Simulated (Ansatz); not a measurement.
**ClH₃N₂OW: from a rough start to a minimum**

The task is to find a stationary geometry of ClH₃N₂OW, check the end point by its vibrations and derive ideal-gas thermochemistry, and look at its orbitals and charge.

Computed with Ansatz 0.2.0, Gaussian basis. Level: RKS PBE0-D4/def2-TZVP.

The runs, in order: relaxation at PBE-D4/def2-SVP; relaxation at PBE0-D4/def2-TZVP; harmonic vibrations at the same level; a single point in def2-TZVPP for the fields.

## (1) Where the work starts

SMILES `[NH]=[W](=[NH])([OH])[Cl]`, 8 atoms, charge 0, spin multiplicity 1.

Atoms are counted from 1 here; the program's logs count them from 0.

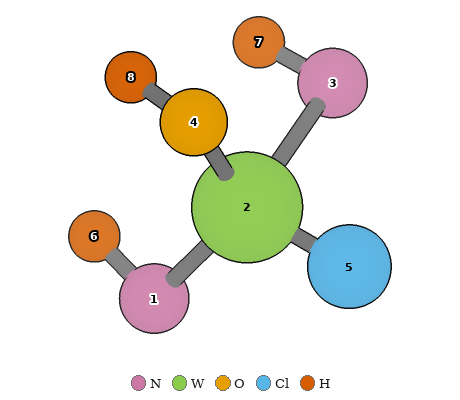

The starting geometry (nitrogen pink, tungsten green, oxygen amber, chlorine blue, hydrogen orange); atoms are numbered from 1 in the order of the file.

The start is a force-field geometry with small random shifts, so a cheaper pass at PBE-D4/def2-SVP comes first. W takes the def2 core potential; no spin-orbit term is included.

## (2) Geometry optimisation, PBE-D4/def2-SVP (cheap first pass)

File in.yaml:

```yaml
crystal:
  periodic: [false, false, false]
  atoms:
    - {symbol: N, position_ang: [-0.459600, 1.743700, 0.344000]}
    - {symbol: W, position_ang: [0.161400, 0.216900, -0.716300]}
    - {symbol: N, position_ang: [1.519400, -0.714000, 0.889300]}
    - {symbol: O, position_ang: [-0.773900, -1.003700, -1.235400]}
    - {symbol: Cl, position_ang: [1.235200, 0.650900, -1.429500]}
    - {symbol: H, position_ang: [-1.048200, 1.247100, 1.007300]}
    - {symbol: H, position_ang: [0.785100, -0.960900, 1.513900]}
    - {symbol: H, position_ang: [-1.327200, -1.237200, -0.429100]}
basis:
  gaussian: {orbitals: def2-SVP}
hamiltonian: {xc: pbe, dispersion: d4}
relax: {f_tol: 0.03, max_steps: 200}
```

The run is started by

```
> ansatz run in.yaml --threads 4 --pin off --events-out ev --progress --plain --max-ram 10444MiB
```

Log (excerpt; [...] marks lines left out):

```text
Functional definition: PBE
  name "PBE"
  cite "Perdew, Burke & Ernzerhof, Phys. Rev. Lett. 77, 3865 (1996) doi:10.1103/PhysRevLett.77.3865"
  parent pbe
[...]
1163 factors; their error is unknown
[...]
mean field -19369.29035083 eV, -711.8082914163 hartree, gradient 4.1e-5 eV, S^2 0.000000; 0 other end points of the search recorded, 0 dependent functions left out
[...]
reference -19369.29041226 eV, -711.8082936738 hartree; 28, 28 occupied and 79, 79 virtual orbitals, 1163 factors
relax step   1: F+E_penalty+E_count = -19369.52922649 eV  Δ(F+E_penalty+E_count) = +0.000e0 eV  max|allowed force component| = 1.209e2 eV/Å  Δτ_max = 0.0000 Å  (38 SCF iters, accepted)
[...]
relax step   5: F+E_penalty+E_count = -19410.23313989 eV  Δ(F+E_penalty+E_count) = -1.356e0 eV  max|allowed force component| = 2.134e0 eV/Å  Δτ_max = 0.1996 Å  (46 SCF iters, accepted)
[...]
relax step   9: F+E_penalty+E_count = -19411.32037866 eV  Δ(F+E_penalty+E_count) = -2.503e-2 eV  max|allowed force component| = 4.683e-1 eV/Å  Δτ_max = 0.1864 Å  (38 SCF iters, accepted)
[...]
relax step  13: F+E_penalty+E_count = -19411.39954997 eV  Δ(F+E_penalty+E_count) = -1.165e-2 eV  max|allowed force component| = 1.409e-1 eV/Å  Δτ_max = 0.0853 Å  (33 SCF iters, accepted)
[...]
relax step  17: F+E_penalty+E_count = -19411.40659353 eV  Δ(F+E_penalty+E_count) = -2.241e-3 eV  max|allowed force component| = 2.358e-2 eV/Å  Δτ_max = 0.0491 Å  (33 SCF iters, accepted)
[...]
relax step  18: F+E_penalty+E_count = -19411.40687671 eV  Δ(F+E_penalty+E_count) = -2.832e-4 eV  max|allowed force component| = 1.124e-1 eV/Å  Δτ_max = 0.0364 Å  (32 SCF iters, accepted)
[...]
relax step  19: F+E_penalty+E_count = -19411.40728521 eV  Δ(F+E_penalty+E_count) = -4.085e-4 eV  max|allowed force component| = 1.750e-2 eV/Å  Δτ_max = 0.0098 Å  (33 SCF iters, accepted)
1163 factors; their error is unknown
[...]
mean field -19411.18424981 eV, -713.3478638073 hartree, gradient 2.0e-5 eV, S^2 0.000000; 1 other end points of the search recorded, 0 dependent functions left out
[...]
reference -19411.18431747 eV, -713.3478662937 hartree; 28, 28 occupied and 79, 79 virtual orbitals, 1163 factors
Total energy: -19411.40735287 eV, -713.3560626934 hartree
Atom 0 at    -0.761699     1.282075     0.366720 Å, force     0.000893     0.003167    -0.003251 eV/Å
Atom 1 at     0.240322    -0.001055    -0.311492 Å, force     0.009019    -0.008089     0.016123 eV/Å
Atom 2 at     1.207984    -0.768670     0.944299 Å, force    -0.012577     0.005766    -0.017503 eV/Å
Atom 3 at    -0.919370    -1.348613    -1.017206 Å, force    -0.002562    -0.002373    -0.003037 eV/Å
Atom 4 at     1.687256     0.963619    -1.844043 Å, force    -0.002451     0.000659     0.003089 eV/Å
Atom 5 at    -1.093177     1.886851     1.124221 Å, force     0.001836     0.000701     0.001028 eV/Å
Atom 6 at     1.585745    -0.929190     1.881334 Å, force     0.001997     0.001246     0.002463 eV/Å
Atom 7 at    -1.854862    -1.142218    -1.199632 Å, force     0.003845    -0.001078     0.001088 eV/Å
Dipole moment:    -0.441942     0.045535     0.400169 e Å
```

Wall time 24 s (4 threads of Arm Neoverse V2, shared host).

Relaxation path: (the energy doesn't fall at every step)

```csv
step,energy from step 1 (eV),largest force component (eV/Å)
1,0.0000,120.8993
2,-28.6816,27.3574
3,-36.5993,11.5260
4,-39.3481,4.4129
5,-40.7039,2.1338
6,-41.3251,2.1326
7,-41.6448,0.8127
8,-41.7661,0.4996
9,-41.7912,0.4683
10,-41.8145,1.0148
11,-41.8456,0.2703
12,-41.8587,0.1887
13,-41.8703,0.1409
14,-41.8451,1.4775
15,-41.8751,0.0420
16,-41.8723,0.5269
17,-41.8774,0.0236
18,-41.8777,0.1124
19,-41.8781,0.0175
```

The force was under the threshold of 0.03 eV/Å already at step 17, but the program went on to step 19.

Distances of close pairs at the start and the end, largest changes first:

```csv
bond,before (Å),after (Å),change (Å)
W2–Cl5,1.360,2.318,+0.958
W2–N3,2.300,1.761,-0.538
W2–H8,2.101,2.546,+0.445
W2–H6,2.344,2.721,+0.377
W2–O4,1.623,1.913,+0.290
N1–W2,1.960,1.764,-0.196
O4–H8,1.005,0.975,-0.030
N3–H7,0.995,1.023,+0.028
```

## (3) Relaxation at PBE0-D4/def2-TZVP

File in.yaml:

```yaml
crystal:
  periodic: [false, false, false]
  atoms:
    - {symbol: N, position_ang: [-0.761699, 1.282075, 0.366720]}
    - {symbol: W, position_ang: [0.240322, -0.001055, -0.311492]}
    - {symbol: N, position_ang: [1.207984, -0.768670, 0.944299]}
    - {symbol: O, position_ang: [-0.919370, -1.348613, -1.017206]}
    - {symbol: Cl, position_ang: [1.687256, 0.963619, -1.844043]}
    - {symbol: H, position_ang: [-1.093177, 1.886851, 1.124221]}
    - {symbol: H, position_ang: [1.585745, -0.929190, 1.881334]}
    - {symbol: H, position_ang: [-1.854862, -1.142218, -1.199632]}
basis:
  gaussian: {orbitals: def2-TZVP}
hamiltonian: {xc: pbe0, dispersion: d4}
relax: {f_tol: 0.005, max_steps: 150}
```

Launched as before.

Log (excerpt; [...] marks lines left out):

```text
Functional definition: PBE0
  name "PBE0"
  cite "Adamo & Barone, J. Chem. Phys. 110, 6158 (1999) doi:10.1063/1.478522"
  cite "Perdew, Burke & Ernzerhof, Phys. Rev. Lett. 77, 3865 (1996) doi:10.1103/PhysRevLett.77.3865"
  parent pbe
[...]
1261 factors; their error is unknown
[...]
mean field -19420.95738372 eV, -713.7070198540 hartree, gradient 5.3e-5 eV, S^2 0.000000; 0 other end points of the search recorded, 0 dependent functions left out
[...]
reference -19420.95741376 eV, -713.7070209580 hartree; 28, 28 occupied and 160, 160 virtual orbitals, 1261 factors
relax step   1: F+E_penalty+E_count = -19421.14850737 eV  Δ(F+E_penalty+E_count) = +0.000e0 eV  max|allowed force component| = 9.430e-1 eV/Å  Δτ_max = 0.0000 Å  (31 SCF iters, accepted)
[...]
reference -19421.00902755 eV, -713.7089177297 hartree; 28, 28 occupied and 160, 160 virtual orbitals, 1261 factors
Total energy: -19421.20293180 eV, -713.7160435796 hartree
Atom 0 at    -0.755409     1.273855     0.372460 Å, force    -0.000055    -0.000335     0.000471 eV/Å
Atom 1 at     0.235227     0.000410    -0.291228 Å, force     0.000694     0.000033    -0.000918 eV/Å
Atom 2 at     1.198359    -0.762938     0.944085 Å, force     0.000679    -0.000109     0.000193 eV/Å
Atom 3 at    -0.902124    -1.324660    -1.021994 Å, force    -0.000433     0.000328     0.000379 eV/Å
Atom 4 at     1.647745     0.934706    -1.833006 Å, force    -0.000371    -0.000057     0.000504 eV/Å
Atom 5 at    -1.084333     1.876318     1.111173 Å, force    -0.000150     0.000140    -0.000444 eV/Å
Atom 6 at     1.578189    -0.923145     1.863264 Å, force    -0.000288     0.000035    -0.000013 eV/Å
Atom 7 at    -1.825457    -1.131746    -1.200553 Å, force    -0.000074    -0.000035    -0.000173 eV/Å
Dipole moment:    -0.417333     0.062226     0.384754 e Å
```

Wall time 22 s (4 threads of Arm Neoverse V2, shared host).

Step by step:

```csv
step,energy from step 1 (eV),largest force component (eV/Å)
1,0.0000,0.9430
2,-0.0500,0.4055
3,-0.0541,0.0424
4,-0.0543,0.0222
5,-0.0543,0.0155
6,-0.0544,0.0058
7,-0.0544,0.0009
```

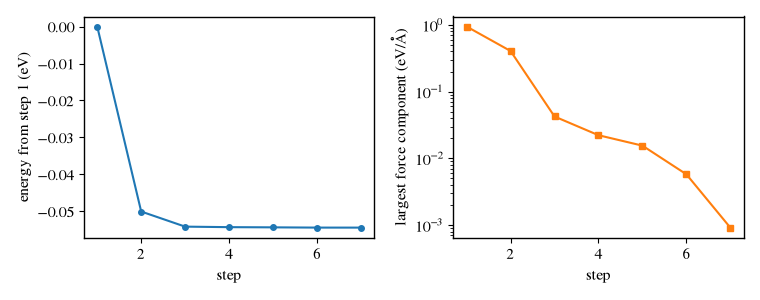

Energy and largest force along the relaxation.

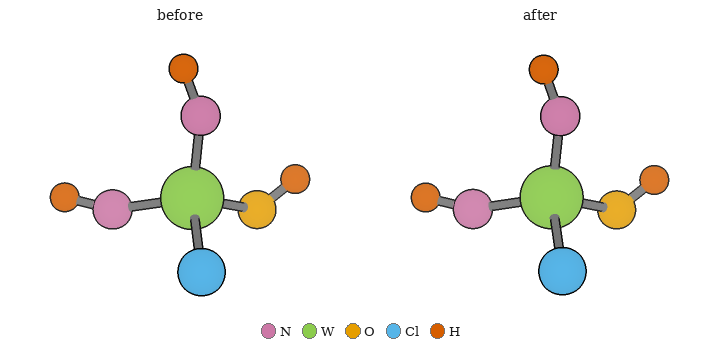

Before and after, at one scale.

Close pairs (by a distance rule), those that changed most:

```csv
bond,before (Å),after (Å),change (Å)
W2–Cl5,2.318,2.290,-0.028
W2–O4,1.913,1.893,-0.020
N1–W2,1.764,1.745,-0.019
W2–N3,1.761,1.743,-0.019
N1–H6,1.024,1.008,-0.016
N3–H7,1.023,1.007,-0.016
O4–H8,0.975,0.960,-0.015
```

Mulliken charges at the end point, from the run's report:

```csv
atom,value (e)
N1,-0.58
W2,1.26
N3,-0.58
O4,-0.61
Cl5,-0.35
H6,0.25
H7,0.25
H8,0.35
```

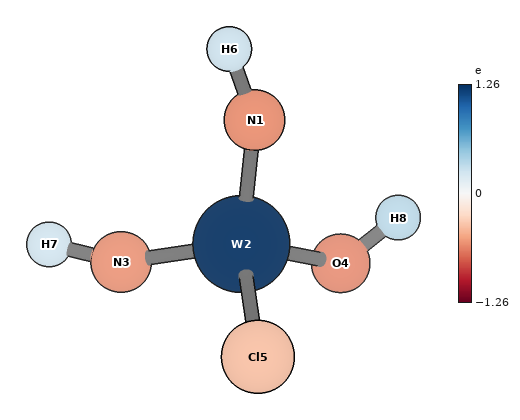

Mulliken charges at the end point, from the run's report, as colours on the atoms.

## (4) Vibrations by finite differences

File in.yaml:

```yaml
crystal:
  periodic: [false, false, false]
  atoms:
    - {symbol: N, position_ang: [-0.755409, 1.273855, 0.372460]}
    - {symbol: W, position_ang: [0.235227, 0.000410, -0.291228]}
    - {symbol: N, position_ang: [1.198359, -0.762938, 0.944085]}
    - {symbol: O, position_ang: [-0.902124, -1.324660, -1.021994]}
    - {symbol: Cl, position_ang: [1.647745, 0.934706, -1.833006]}
    - {symbol: H, position_ang: [-1.084333, 1.876318, 1.111173]}
    - {symbol: H, position_ang: [1.578189, -0.923145, 1.863264]}
    - {symbol: H, position_ang: [-1.825457, -1.131746, -1.200553]}
basis:
  gaussian: {orbitals: def2-TZVP}
hamiltonian: {xc: pbe0, dispersion: d4}
phonons: {temperatures: {t_min: 298.15, t_max: 900, t_step: 200}}
```

Launched as before.

Log (excerpt; [...] marks lines left out):

```text
Functional definition: PBE0
  name "PBE0"
  cite "Adamo & Barone, J. Chem. Phys. 110, 6158 (1999) doi:10.1063/1.478522"
  cite "Perdew, Burke & Ernzerhof, Phys. Rev. Lett. 77, 3865 (1996) doi:10.1103/PhysRevLett.77.3865"
  parent pbe
[...]
1261 factors; their error is unknown
[...]
mean field -19421.00899940 eV, -713.7089166952 hartree, gradient 5.0e-5 eV, S^2 0.000000; 0 other end points of the search recorded, 0 dependent functions left out
[...]
reference -19421.00902925 eV, -713.7089177921 hartree; 28, 28 occupied and 160, 160 virtual orbitals, 1261 factors
[...]
1261 factors; their error is unknown
mean field -19421.00888841 eV, -713.7089126164 hartree, gradient 1.2e-6 eV, S^2 0.000000; 0 other end points of the search recorded, 0 dependent functions left out
[...]
reference -19421.00891826 eV, -713.7089137135 hartree; 28, 28 occupied and 160, 160 virtual orbitals, 1261 factors
[...]
Atom 0 at    -0.755409     1.273855     0.372460 Å, force     0.000022    -0.000311     0.000452 eV/Å
Atom 1 at     0.235227     0.000410    -0.291228 Å, force     0.000512    -0.000258    -0.000845 eV/Å
Atom 2 at     1.198359    -0.762938     0.944085 Å, force     0.000628     0.000047     0.000019 eV/Å
Atom 3 at    -0.902124    -1.324660    -1.021994 Å, force    -0.000448     0.000296     0.000429 eV/Å
Atom 4 at     1.647745     0.934706    -1.833006 Å, force    -0.000209     0.000067     0.000529 eV/Å
Atom 5 at    -1.084333     1.876318     1.111173 Å, force    -0.000145     0.000158    -0.000428 eV/Å
Atom 6 at     1.578189    -0.923145     1.863264 Å, force    -0.000271     0.000036     0.000004 eV/Å
Atom 7 at    -1.825457    -1.131746    -1.200553 Å, force    -0.000088    -0.000035    -0.000161 eV/Å
Dipole moment:    -0.417333     0.062223     0.384752 e Å
Vibrations: 149.33 183.61 232.60 252.39 282.73 339.66 400.09 420.19 580.13 635.61 685.09 703.78 738.86 995.74 1042.84 3651.60 3665.92 3898.64 cm⁻¹, zero-point energy 1.169098 eV
```

Wall time 95 s (4 threads of Arm Neoverse V2, shared host).

Motions are named by where the mode's potential energy lies. The modes, unscaled (a negative number is an imaginary wavenumber):

```csv
mode,cm⁻¹,motion
1,149,bend with torsion
2,184,bend with torsion
3,233,torsion with bend
4,252,bend
5,283,bend
6,340,torsion with bend
7,400,W–Cl stretch
8,420,bend
9,580,torsion
10,636,torsion
11,685,W–O stretch with bend
12,704,bend
13,739,bend with W–O stretch
14,996,W–N stretch
15,1043,W–N stretch
16,3652,N–H stretch
17,3666,N–H stretch
18,3899,O–H stretch
```

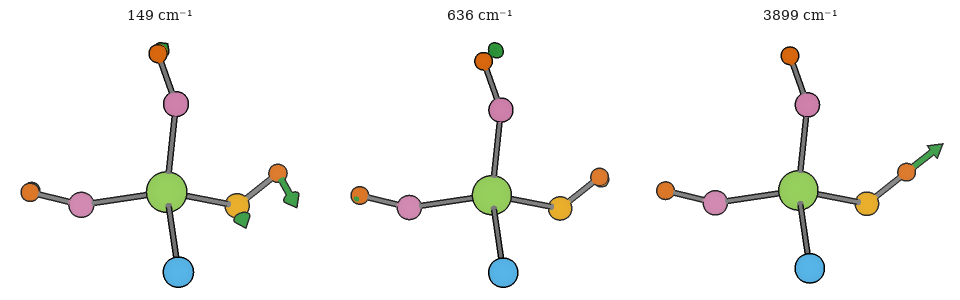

How the atoms move in 3 of the modes.

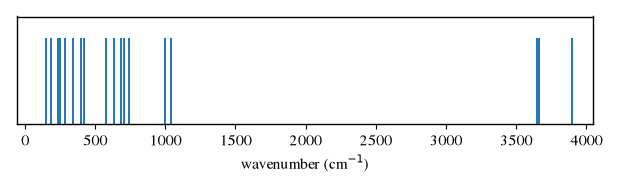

The harmonic wavenumbers as sticks (no intensities were computed).

Ideal gas, rigid rotor and harmonic oscillator at 298.15 K and 1 bar, with symmetry number 1:

```csv
term,value
zero-point energy,27.0 kcal/mol
H(298) − E,32.1 kcal/mol
"entropy, translation",178.5 J/(mol K)
"entropy, rotation",115.6 J/(mol K)
"entropy, vibration",63.1 J/(mol K)
"entropy, total",357.2 J/(mol K)
```

## (5) A single point for the fields

in.yaml: that of step 4 with these lines changed.

```diff
@@ -12,4 +12,4 @@
 basis:
-  gaussian: {orbitals: def2-TZVP}
+  gaussian: {orbitals: def2-TZVPP}
 hamiltonian: {xc: pbe0, dispersion: d4}
-phonons: {temperatures: {t_min: 298.15, t_max: 900, t_step: 200}}
+output: {orbitals: {seedname: orbitals}}
```

Launched as before.

Log:

```text
Functional definition: PBE0
  name "PBE0"
  cite "Adamo & Barone, J. Chem. Phys. 110, 6158 (1999) doi:10.1063/1.478522"
  cite "Perdew, Burke & Ernzerhof, Phys. Rev. Lett. 77, 3865 (1996) doi:10.1103/PhysRevLett.77.3865"
  parent pbe
  parameter a = 0.25
  parameter kappa = 0.804
  parameter beta = 0.06672455060314922
  exchange = (1 - a)*pbe_x(kappa = kappa, mu = beta*pi^2/3) + a*exact_x
  correlation = pbe_c(beta = beta)
1363 factors; their error is unknown
mean field evaluation 1: about -19400.3356 eV, gradient 1.1e2 eV
mean field evaluation 2: about -19261.4740 eV, gradient 2.7e2 eV
mean field evaluation 4: about -19419.8611 eV, gradient 2.6e1 eV
mean field evaluation 8: about -19421.1907 eV, gradient 2.9e-1 eV
mean field evaluation 16: about -19421.2477 eV, gradient 4.2e-4 eV
mean field -19421.24773317 eV, -713.7176899995 hartree, gradient 8.2e-5 eV, S^2 0.000000; 0 other end points of the search recorded, 0 dependent functions left out
reference -19421.24776342 eV, -713.7176911110 hartree; 28, 28 occupied and 205, 205 virtual orbitals, 1363 factors
Total energy: -19421.44166766 eV, -713.7248169606 hartree
```

Wall time 2.3 s (4 threads of Arm Neoverse V2, shared host); peak memory 0.57 GiB.

The fields below are evaluated on a grid from the run's orbitals.

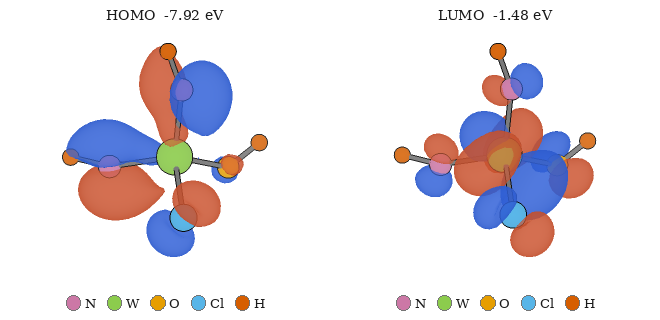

PBE0-D4/def2-TZVPP orbitals near the gap, drawn at the value that encloses 70 % of each; the two colours are the two signs.

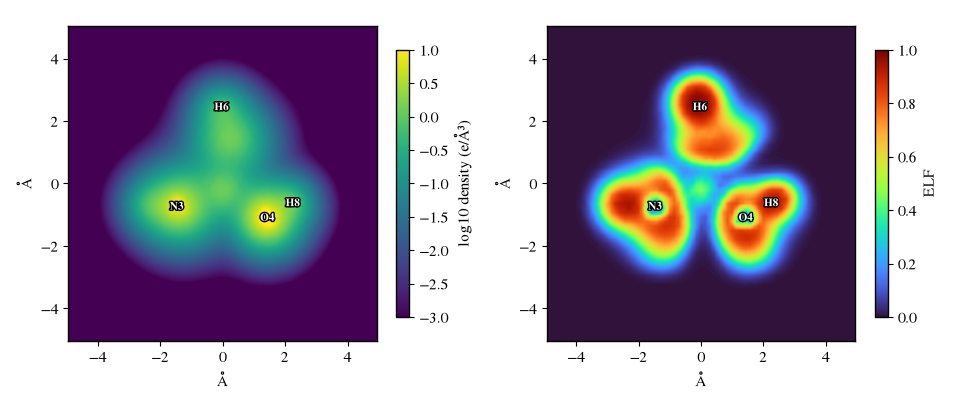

Density (left) and ELF (right) in a plane through or near 4 of the atoms.

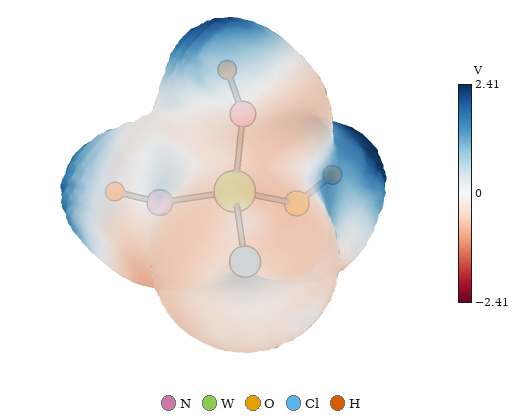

Electrostatic potential on the surface of density 0.002 e/bohr³; red is low, blue high. It runs from -0.97 V near O4 to 2.41 V near H8.

## (6) Summary of results

```
                  quantity            value
               point group               C1
                     steps           19 + 7
shift from the start (rms)          0.636 Å
              total energy   -19421.2029 eV
           dispersion term         -194 meV
             dipole moment           2.74 D
lowest, highest wavenumber   149, 3899 cm⁻¹
         zero-point energy    27.0 kcal/mol
       entropy at 298.15 K  357.2 J/(mol K)
                HOMO, LUMO  -7.92, -1.48 eV
```

What this shows: The relaxed geometry lies 0.64 Å (rms) from the start; the bond that changed most is W2–Cl5, from 1.360 to 2.290 Å. All wavenumbers are real, so the end point is a minimum. The stiffest mode, 3899 cm⁻¹, is an O–H stretch, and 2 modes under 200 cm⁻¹ make the vibrational entropy uncertain. Harmonic hybrid wavenumbers usually lie a few per cent above measured fundamentals. The largest Mulliken charge, +1.26 e, sits on W2. The HOMO lies mostly on N1, N3 about 35 % each; Cl5 12 % and the LUMO on W2 56 %; Cl5 13 %.
